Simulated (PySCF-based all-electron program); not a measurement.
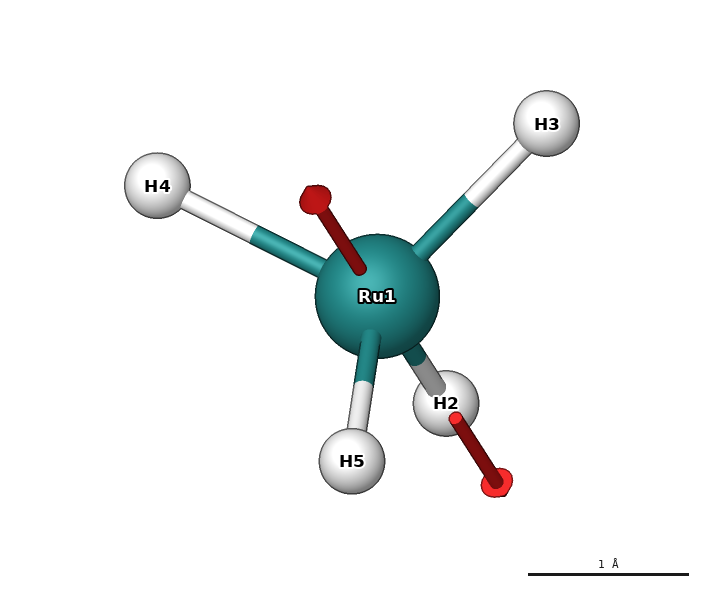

Arrows show the forces on the atoms, 0.3 Å of arrow for 1 eV/Å; forces under a tenth of the largest aren't drawn. Charge 0, singlet. Level of theory: LDA, all-electron, scalar-relativistic (Koelling-Harmon), large uncontracted Gaussian sets (PySCF-based all-electron program).

**Which bond do the forces act along most?**

Ru1–H2, now 1.413 Å: the forces push its atoms apart, so a first step downhill lengthens it.

List the force components in the frame of the picture (x right, y up, z towards the viewer), in eV/Å.

```json
{"atom": "Ru1", "Fx": "−1.12", "Fy": "1.75", "Fz": "3.04"}
{"atom": "H2", "Fx": "1.06", "Fy": "−1.65", "Fz": "−2.87"}
{"atom": "H3", "Fx": "−0.09", "Fy": "−0.11", "Fz": "−0.06"}
{"atom": "H4", "Fx": "0.13", "Fy": "−0.07", "Fz": "0.01"}
{"atom": "H5", "Fx": "0.02", "Fy": "0.08", "Fz": "−0.13"}
```
